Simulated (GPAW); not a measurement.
Property calculation, with input and output: C2H2F2

System: C2H2F2.
Method: PBE/dzp, scalar-relativistic datasets (GPAW 26.7.0).

The geometry comes from this level: GFN2-xTB.

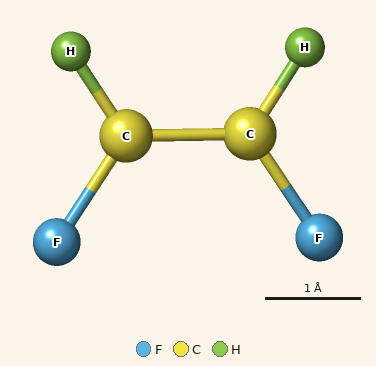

Fig. 1: The structure as given in the input (ball-and-stick view, seen at an oblique angle).

**Input file (gs_sp.py)**
```python
import numpy as np
from ase.io import read
from ase.units import Debye
from gpaw import GPAW

# Atomic positions
atoms = read('gs.sdf')
atoms.center(vacuum=4.5)

# DFT calculator
calc = GPAW(mode='lcao', basis='dzp', h=0.18, xc='PBE', maxiter=150, txt='-')
atoms.calc = calc

energy = atoms.get_potential_energy()
print(f'Energy                  {energy:.5f} eV')
forces = atoms.get_forces()
print('Forces (eV/Ang)')
for symbol, f in zip(atoms.symbols, forces):
    print(f'{symbol:2} {f[0]:9.4f} {f[1]:9.4f} {f[2]:9.4f}')
dipole = atoms.get_dipole_moment() / Debye
print(f'Dipole                  {np.linalg.norm(dipole):.3f} D')
homo, lumo = calc.get_homo_lumo()
print(f'HOMO: {homo:.3f} eV')
print(f'LUMO = {lumo:.3f} eV')
print(f'Gap                     {lumo - homo:.3f} eV')
```

**File gs.sdf**
```

     RDKit          3D

  6  5  0  0  0  0  0  0  0  0999 V2000
    0.1924   -0.8364   -1.5208 F   0  0  0  0  0  0  0  0  0  0  0  0
    0.4052    0.0273   -0.5257 C   0  0  0  0  0  0  0  0  0  0  0  0
   -0.3274    0.0764    0.5724 C   0  0  0  0  0  0  0  0  0  0  0  0
   -1.3626   -0.7331    0.8090 F   0  0  0  0  0  0  0  0  0  0  0  0
    1.2396    0.6872   -0.7058 H   0  0  0  0  0  0  0  0  0  0  0  0
   -0.1473    0.7786    1.3709 H   0  0  0  0  0  0  0  0  0  0  0  0
  2  1  1  0
  3  2  2  0
  4  3  1  0
  5  2  1  0
  6  3  1  0
M  END
$$$$
```

Machine: 1 thread of Intel Xeon @ 2.60GHz (Ice Lake), 24 GiB of memory available, shared host.

Command:
```bash
OMP_NUM_THREADS=1 python gs_sp.py
```

**What the program printed**
```
__  _  _
 | _ |_)|_||  |
 |__||  | ||/\| - 26.7.0

units:  Angstrom and eV
cores:  1
OpenMP: False

Versions:
  Python: 3.12.14
  ASE:    3.29.0
  Numpy:  2.5.5
  Scipy:  1.18.1
  Libxc:  7.0.0

        _gpaw.cpython-312-x86_64-linux-gnu.so

Input parameters:
  mode=LCAO(),
  basis={'default': 'dzp'},
  h=0.18,
  maxiter=150,
  xc=XC(name='PBE')
        .----------------------------.
       /|                            |
      / |                            |
     /  |                            |
    /   |                            |
   /    |                            |
  /     |                            |
 *      |                            |
 |      |                            |
 |      |          H                 |
 |      |      F  C                  |
 |      |              H             |
 |      |           C                |
 |      |          F                 |
 |      |                            |
 |      .----------------------------.
 |     /                            /
 |    /                            /
 |   /                            /
 |  /                            /
 | /                            /
 |/                            /
 *----------------------------*

Atoms  # Å, Bohr magnetons
|   | symbol |        x |        y |        z |    initial magnetic moments |
|---|--------|----------|----------|----------|-----------------------------|
| 0 |      F | 6.055000 | 4.500000 | 4.500000 | ( 0.0000,  0.0000,  0.0000) |
| 1 |      C | 6.267800 | 5.363700 | 5.495100 | ( 0.0000,  0.0000,  0.0000) |
| 2 |      C | 5.535200 | 5.412800 | 6.593200 | ( 0.0000,  0.0000,  0.0000) |
| 3 |      F | 4.500000 | 4.603300 | 6.829800 | ( 0.0000,  0.0000,  0.0000) |
| 4 |      H | 7.102200 | 6.023600 | 5.315000 | ( 0.0000,  0.0000,  0.0000) |
| 5 |      H | 5.715300 | 6.115000 | 7.391700 | ( 0.0000,  0.0000,  0.0000) |

Unit cell  # Å
| periodic |         x |         y |         z |   lengths |    angles |
|----------|-----------|-----------|-----------|-----------|-----------|
|       no | 11.602200 |  0.000000 |  0.000000 | 11.602200 | 90.000000 |
|       no |  0.000000 | 10.615000 |  0.000000 | 10.615000 | 90.000000 |
|       no |  0.000000 |  0.000000 | 11.891700 | 11.891700 | 90.000000 |

Number of symmetries: 1
Symmetry operations  # r_c * U_cc + t_c -> r_c
|   | kind |            matrix            |
|---|------|------------------------------|
| 0 |  E   |  1, 0, 0,  0, 1, 0,  0, 0, 1 |

BZ-sampling:
  Number of BZ points: 1
  Number of IBZ points: 1

  Monkhorst-Pack size: [1, 1, 1]
  Monkhorst-Pack shift: [0, 0, 0]

K-points  # in reciprocal-cell coordinates
|   |                                coordinates |     weight |
|---|--------------------------------------------|------------|
| 0 | (  0.00000000,   0.00000000,   0.00000000) | 1.00000000 |

basis functions: 62
Spin-components: 1 (collinear spins)
Bands:           18
Projectors:      26
Spin-degeneracy: 2
Datatype:        <class 'float'>

  Storage: CPU
  Wave functions: 8_928 bytes (8_928 per core)

Parallelization:
  kpt:    1
  domain: 1
  band:   1

Density:
  Valence electrons: 24.0
  Components: 1
  Grid points: [64 60 68]
  Charge: 0.0  # |e|

Potential:
  Grid points: [64 60 68]

species:
  F:
    name:    Fluorine
    Z:       9.0
    valence: 7
    core:    2
    charge:  0.0  # [|e|]
    file:    F.PBE.gz
    compensation charges:
      type: gauss
      rc: 0.20  # [Å]
      lmax: 2
    cutoffs:
      filter: 1.14  # [Å]
      core: 0.74  # [Å]
    projectors
    | kind |    occ | energy [eV] | rcut [Å] |
    |------|--------|-------------|----------|
    |   2s |  2.000 |     -29.898 |    0.635 |
    |   2p |  5.000 |     -11.110 |    0.635 |
    |    s |        |      -2.687 |    0.635 |
    |    p |        |      16.102 |    0.635 |
    |    d |        |       0.000 |    0.635 |

    LCAO basis set for F:
      Name: dzp
      File: F.dzp.basis.gz
      Number of radial functions: 5
      Number of spherical harmonics: 13
        l=0, rc=3.8594 Bohr: 2s-sz confined orbital
        l=1, rc=4.8750 Bohr: 2p-sz confined orbital
        l=0, rc=2.0156 Bohr: 2s-dz split-valence wave
        l=1, rc=2.6094 Bohr: 2p-dz split-valence wave
        l=2, rc=4.8750 Bohr: d-type Gaussian polarization
      Number of RI-basis functions 0

  C:
    name:    Carbon
    Z:       6.0
    valence: 4
    core:    2
    charge:  0.0  # [|e|]
    file:    C.PBE.gz
    compensation charges:
      type: gauss
      rc: 0.20  # [Å]
      lmax: 2
    cutoffs:
      filter: 1.14  # [Å]
      core: 1.14  # [Å]
    projectors
    | kind |    occ | energy [eV] | rcut [Å] |
    |------|--------|-------------|----------|
    |   2s |  2.000 |     -13.751 |    0.635 |
    |   2p |  2.000 |      -5.284 |    0.635 |
    |    s |        |      13.461 |    0.635 |
    |    p |        |      21.927 |    0.635 |
    |    d |        |       0.000 |    0.635 |

    LCAO basis set for C:
      Name: dzp
      File: C.dzp.basis.gz
      Number of radial functions: 5
      Number of spherical harmonics: 13
        l=0, rc=5.5469 Bohr: 2s-sz confined orbital
        l=1, rc=6.6719 Bohr: 2p-sz confined orbital
        l=0, rc=3.0312 Bohr: 2s-dz split-valence wave
        l=1, rc=3.7500 Bohr: 2p-dz split-valence wave
        l=2, rc=6.6719 Bohr: d-type Gaussian polarization
      Number of RI-basis functions 0

  H:
    name:    Hydrogen
    Z:       1.0
    valence: 1
    core:    0
    charge:  0.0  # [|e|]
    file:    H.PBE.gz
    compensation charges:
      type: gauss
      rc: 0.15  # [Å]
      lmax: 2
    cutoffs:
      filter: 0.85  # [Å]
      core: 0.53  # [Å]
    projectors
    | kind |    occ | energy [eV] | rcut [Å] |
    |------|--------|-------------|----------|
    |   1s |  1.000 |      -6.494 |    0.476 |
    |    s |        |      20.717 |    0.476 |
    |    p |        |       0.000 |    0.476 |

    LCAO basis set for H:
      Name: dzp
      File: H.dzp.basis.gz
      Number of radial functions: 3
      Number of spherical harmonics: 5
        l=0, rc=6.4219 Bohr: 1s-sz confined orbital
        l=0, rc=3.6094 Bohr: 1s-dz split-valence wave
        l=1, rc=6.4219 Bohr: p-type Gaussian polarization
      Number of RI-basis functions 0

Reference energy: -7508.398126  # eV

eigensolver:
  <gpaw.new.lcao.eigensolver.LCAOEigensolver object at 0x7257689a8260>
density mixing:
  MSR1-Mixer
  Pratt-step length: 0.05
  Maximum mixing coefficient: 0.75
  Old densities: 10
  SVD Regularization: 0.005
  Good broyden scale: 1.0
  Trust region scale: 1.0
  Backstep threshold: 4.0
  History deletion threshold: 6.0
  Fourier metric: weight=20.0, sigma=0.015

occupation numbers:
  # Zero width

FastPoissonSolver using
    Stencil: 6*3+1=19 point O(h^6) finite-difference Laplacian
    FFT axes: []
    FST axes: [np.int64(1), np.int64(0), np.int64(2)]

xc functional:
  name: PBE with 2 nearest neighbor stencil
interpolation: tri-quintic # 5. degree polynomial

        .----------------------------.
       /|                            |
      / |                            |
     /  |                            |
    /   |                            |
   /    |                            |
  /     |                            |
 *      |                            |
 |      |                            |
 |      |          H                 |
 |      |      F  C                  |
 |      |              H             |
 |      |           C                |
 |      |          F                 |
 |      |                            |
 |      .----------------------------.
 |     /                            /
 |    /                            /
 |   /                            /
 |  /                            /
 | /                            /
 |/                            /
 *----------------------------*

Atoms  # Å, Bohr magnetons
|   | symbol |        x |        y |        z |    initial magnetic moments |
|---|--------|----------|----------|----------|-----------------------------|
| 0 |      F | 6.055000 | 4.500000 | 4.500000 | ( 0.0000,  0.0000,  0.0000) |
| 1 |      C | 6.267800 | 5.363700 | 5.495100 | ( 0.0000,  0.0000,  0.0000) |
| 2 |      C | 5.535200 | 5.412800 | 6.593200 | ( 0.0000,  0.0000,  0.0000) |
| 3 |      F | 4.500000 | 4.603300 | 6.829800 | ( 0.0000,  0.0000,  0.0000) |
| 4 |      H | 7.102200 | 6.023600 | 5.315000 | ( 0.0000,  0.0000,  0.0000) |
| 5 |      H | 5.715300 | 6.115000 | 7.391700 | ( 0.0000,  0.0000,  0.0000) |

Unit cell  # Å
| periodic |         x |         y |         z |   lengths |    angles |
|----------|-----------|-----------|-----------|-----------|-----------|
|       no | 11.602200 |  0.000000 |  0.000000 | 11.602200 | 90.000000 |
|       no |  0.000000 | 10.615000 |  0.000000 | 10.615000 | 90.000000 |
|       no |  0.000000 |  0.000000 | 11.891700 | 11.891700 | 90.000000 |

Number of symmetries: 1
Symmetry operations  # r_c * U_cc + t_c -> r_c
|   | kind |            matrix            |
|---|------|------------------------------|
| 0 |  E   |  1, 0, 0,  0, 1, 0,  0, 0, 1 |

BZ-sampling:
  Number of BZ points: 1
  Number of IBZ points: 1

  Monkhorst-Pack size: [1, 1, 1]
  Monkhorst-Pack shift: [0, 0, 0]

K-points  # in reciprocal-cell coordinates
|   |                                coordinates |     weight |
|---|--------------------------------------------|------------|
| 0 | (  0.00000000,   0.00000000,   0.00000000) | 1.00000000 |

basis functions: 62
Spin-components: 1 (collinear spins)
Bands:           18
Projectors:      26
Spin-degeneracy: 2
Datatype:        <class 'float'>

  Storage: CPU
  Wave functions: 8_928 bytes (8_928 per core)

Parallelization:
  kpt:    1
  domain: 1
  band:   1

Density:
  Valence electrons: 24.0
  Components: 1
  Grid points: [64 60 68]
  Charge: 0.0  # |e|

Potential:
  Grid points: [64 60 68]

species:
  F:
    name:    Fluorine
    Z:       9.0
    valence: 7
    core:    2
    charge:  0.0  # [|e|]
    file:    F.PBE.gz
    compensation charges:
      type: gauss
      rc: 0.20  # [Å]
      lmax: 2
    cutoffs:
      filter: 1.14  # [Å]
      core: 0.74  # [Å]
    projectors
    | kind |    occ | energy [eV] | rcut [Å] |
    |------|--------|-------------|----------|
    |   2s |  2.000 |     -29.898 |    0.635 |
    |   2p |  5.000 |     -11.110 |    0.635 |
    |    s |        |      -2.687 |    0.635 |
    |    p |        |      16.102 |    0.635 |
    |    d |        |       0.000 |    0.635 |

    LCAO basis set for F:
      Name: dzp
      File: F.dzp.basis.gz
      Number of radial functions: 5
      Number of spherical harmonics: 13
        l=0, rc=3.8594 Bohr: 2s-sz confined orbital
        l=1, rc=4.8750 Bohr: 2p-sz confined orbital
        l=0, rc=2.0156 Bohr: 2s-dz split-valence wave
        l=1, rc=2.6094 Bohr: 2p-dz split-valence wave
        l=2, rc=4.8750 Bohr: d-type Gaussian polarization
      Number of RI-basis functions 0

  C:
    name:    Carbon
    Z:       6.0
    valence: 4
    core:    2
    charge:  0.0  # [|e|]
    file:    C.PBE.gz
    compensation charges:
      type: gauss
      rc: 0.20  # [Å]
      lmax: 2
    cutoffs:
      filter: 1.14  # [Å]
      core: 1.14  # [Å]
    projectors
    | kind |    occ | energy [eV] | rcut [Å] |
    |------|--------|-------------|----------|
    |   2s |  2.000 |     -13.751 |    0.635 |
    |   2p |  2.000 |      -5.284 |    0.635 |
    |    s |        |      13.461 |    0.635 |
    |    p |        |      21.927 |    0.635 |
    |    d |        |       0.000 |    0.635 |

    LCAO basis set for C:
      Name: dzp
      File: C.dzp.basis.gz
      Number of radial functions: 5
      Number of spherical harmonics: 13
        l=0, rc=5.5469 Bohr: 2s-sz confined orbital
        l=1, rc=6.6719 Bohr: 2p-sz confined orbital
        l=0, rc=3.0312 Bohr: 2s-dz split-valence wave
        l=1, rc=3.7500 Bohr: 2p-dz split-valence wave
        l=2, rc=6.6719 Bohr: d-type Gaussian polarization
      Number of RI-basis functions 0

  H:
    name:    Hydrogen
    Z:       1.0
    valence: 1
    core:    0
    charge:  0.0  # [|e|]
    file:    H.PBE.gz
    compensation charges:
      type: gauss
      rc: 0.15  # [Å]
      lmax: 2
    cutoffs:
      filter: 0.85  # [Å]
      core: 0.53  # [Å]
    projectors
    | kind |    occ | energy [eV] | rcut [Å] |
    |------|--------|-------------|----------|
    |   1s |  1.000 |      -6.494 |    0.476 |
    |    s |        |      20.717 |    0.476 |
    |    p |        |       0.000 |    0.476 |

    LCAO basis set for H:
      Name: dzp
      File: H.dzp.basis.gz
      Number of radial functions: 3
      Number of spherical harmonics: 5
        l=0, rc=6.4219 Bohr: 1s-sz confined orbital
        l=0, rc=3.6094 Bohr: 1s-dz split-valence wave
        l=1, rc=6.4219 Bohr: p-type Gaussian polarization
      Number of RI-basis functions 0

Reference energy: -7508.398126  # eV

eigensolver:
  <gpaw.new.lcao.eigensolver.LCAOEigensolver object at 0x725768880260>
density mixing:
  MSR1-Mixer
  Pratt-step length: 0.05
  Maximum mixing coefficient: 0.75
  Old densities: 10
  SVD Regularization: 0.005
  Good broyden scale: 1.0
  Trust region scale: 1.0
  Backstep threshold: 4.0
  History deletion threshold: 6.0
  Fourier metric: weight=20.0, sigma=0.015

occupation numbers:
  # Zero width

FastPoissonSolver using
    Stencil: 6*3+1=19 point O(h^6) finite-difference Laplacian
    FFT axes: []
    FST axes: [np.int64(1), np.int64(0), np.int64(2)]

xc functional:
  name: PBE with 2 nearest neighbor stencil
interpolation: tri-quintic # 5. degree polynomial

Initialization done in: 5.631 s

convergence criteria:
- Maximum [total energy] change in last 3 cyles: 0.0005 eV / valence electron
- Maximum integral of absolute [dens]ity change: 0.0001 electrons / valence electron
- Maximum integral of absolute [eigenst]ate change: 4e-08 eV^2 / valence electron
maximum number of iterations: 150

SCF iterations
|iter     |     time |      energy | eigst |  dens |
|---------|----------|-------------|-------|-------|
|iter:   1| 00:00:06 |  -31.196360 |      c|       |
|iter:   2| 00:00:07 |  -31.072580 |      c| -0.97 |
|iter:   3| 00:00:08 |  -30.326107 |      c| -1.00 |
|iter:   4| 00:00:09 |  -30.313351 |      c| -1.62 |
|iter:   5| 00:00:09 |  -30.313565 |      c| -2.27 |
|iter:   6| 00:00:10 |  -30.313583c|      c| -3.02 |
|iter:   7| 00:00:11 |  -30.313582c|      c| -3.51 |
|iter:   8| 00:00:12 |  -30.313582c|      c| -3.94 |
|iter:   9| 00:00:13 |  -30.313582c|      c| -4.70c|

Converged in 9 steps
SCF loop duration: 6.614 s (0.735 s/step)
Energy contributions relative to reference atoms: (reference = -7508.398126)

Energy contributions:
  Kinetic:          34.189220
  Coulomb:         -33.513262
  Zero:              0.606970
  External:          0.000000
  Xc:              -31.596509
  Entropy:           0.000000
  Spinorbit:         0.000000
  ----------------------------
  Free energy:     -30.313582
  Extrapolated:    -30.313582

dipole moment: (0.205155, 0.275255, 0.124529)  # |e|*Ang

Fermi level: -3.108
Eigenvalues  # (at kpt = [0.000, 0.000, 0.000])
| band index |      eig [eV] | occ [0-2] |
|------------|---------------|-----------|
|          0 |       -30.891 |     2.000 |
|        ... |               |           |
|          4 |       -13.470 |     2.000 |
|          5 |       -13.111 |     2.000 |
|          6 |       -11.627 |     2.000 |
|          7 |       -11.317 |     2.000 |
|          8 |       -10.450 |     2.000 |
|          9 |        -9.243 |     2.000 |
|         10 |        -8.514 |     2.000 |
|         11 |        -5.951 |     2.000 |
|         12 |        -0.265 |     0.000 |
|         13 |         1.034 |     0.000 |
|         14 |         2.602 |     0.000 |
|         15 |         3.184 |     0.000 |
|         16 |         5.963 |     0.000 |
|         17 |         9.161 |     0.000 |

Gap: 5.686 eV
Transition (v -> c):
  (s=0, k=0, n=11, [0.00, 0.00, 0.00]) -> (s=0, k=0, n=12, [0.00, 0.00, 0.00])
No difference between direct/indirect transitions
vacuum-level: 0.000  # V
Energy                  -30.31358 eV

Forces  # eV/Ang
|        x |        y |        z |
|----------|----------|----------|
| -0.26995 | -0.75483 | -0.83331 |  # F    0
|  0.38344 |  0.02795 | -0.54316 |  # C    1
| -0.37918 |  0.02451 |  0.54397 |  # C    2
| -0.83527 | -0.74959 |  0.06742 |  # F    3
|  0.78927 |  0.72963 | -0.01119 |  # H    4
|  0.34435 |  0.78434 |  0.69451 |  # H    5

Force computation time: 0.196  # s
Forces (eV/Ang)
F    -0.2699   -0.7548   -0.8333
C     0.3834    0.0280   -0.5432
C    -0.3792    0.0245    0.5440
F    -0.8353   -0.7496    0.0674
H     0.7893    0.7296   -0.0112
H     0.3443    0.7843    0.6945
Dipole                  1.754 D
HOMO: -5.951 eV
LUMO = -0.265 eV
Gap                     5.686 eV
```

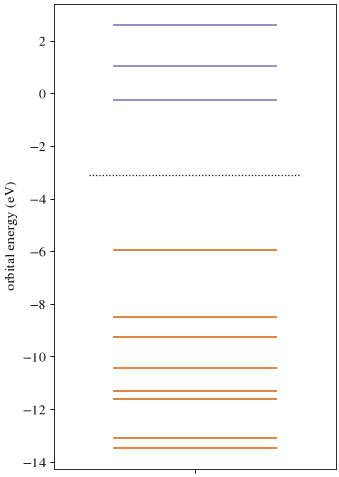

Fig. 2: Orbital energies near the frontier; the dotted line parts filled from empty levels, and levels within 0.02 eV of each other stand side by side. Highest filled −5.95 eV, lowest empty −0.27 eV, 5.68 eV apart.

**Summary**

| quantity | value |
| --- | --- |
| outcome | converged |
| energy relative to the program's reference atoms | −30.3136 eV |
| basis functions | 62 |
| largest force | 1.156 eV/Å |
| HOMO | −5.95 eV |
| LUMO | −0.27 eV |
| dipole moment | 1.75 D |
| wall time | 13 s |
| peak memory | 0.63 GiB |
